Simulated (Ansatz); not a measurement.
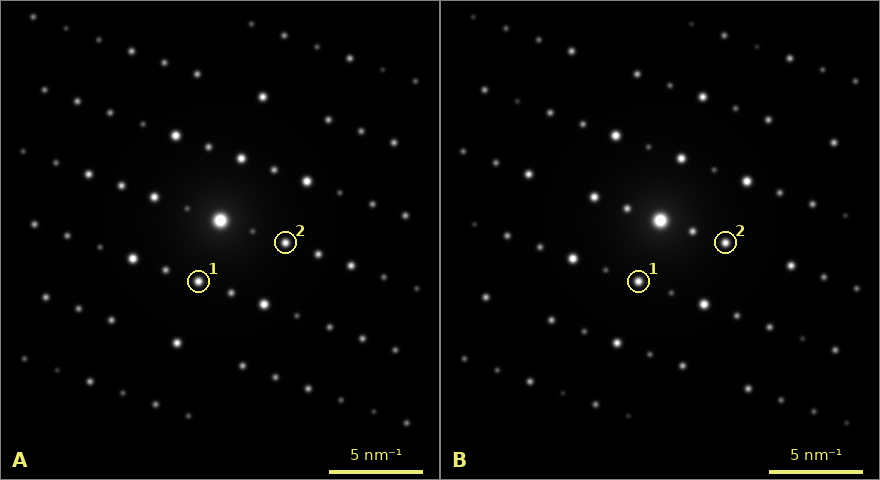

Kinematic electron diffraction patterns (300 kV, B = 0.5 Å², same scale) along [010] of the run's own cell, for the start and the end of one relaxation of ZnBi2 with Ansatz 0.2.0, DFT, PAW plane waves, pbe. k mesh 5×5×5. The start is a generated model structure, and the relaxation ends in the nearest stationary point of its symmetry, not necessarily the ground state. Spot 1 is -2 0 1 and spot 2 is 0 0 2 in both.

Start structure:

```
CELL_PARAMETERS angstrom
0.00000 0.00000 5.66015
5.65077 0.00000 0.00000
2.82538 5.30656 -2.83007
ATOMIC_POSITIONS crystal
Bi 0.11811 0.10320 0.23622
Bi 0.88189 0.89680 0.76378
Bi 0.38189 0.33942 0.76378
Bi 0.61811 0.66058 0.23622
Zn 0.25000 0.00000 0.00000
Zn 0.75000 0.00000 0.00000
```

Which pattern belongs to the start structure, and which to the relaxed one?

B is the start: its cell gives d(1) = 2.830 Å, d(2) = 2.653 Å and an angle of 90.0°. The spot positions hardly differ, so the intensities decide: those computed from the start structure match B, and A is the relaxed structure.

Name reflections whose intensity changes strongly on relaxation.

4 0 -3 fades out of sight; 0 0 3, 4 0 -5 come into sight; 0 0 1 goes from 23 to 1.3 % of the strongest spot; 2 0 4 goes from 0.51 to 13 % of the strongest spot; 2 0 -2 goes from 2 to 16 % of the strongest spot.

What did the relaxation do to the structure and the energy?

The cell was held fixed; with the mean shift removed, the atoms moved by up to 0.84 Å relative to the cell (Bi most); the space group stayed Ibam (No. 72); the free energy fell by 1500 meV an atom.
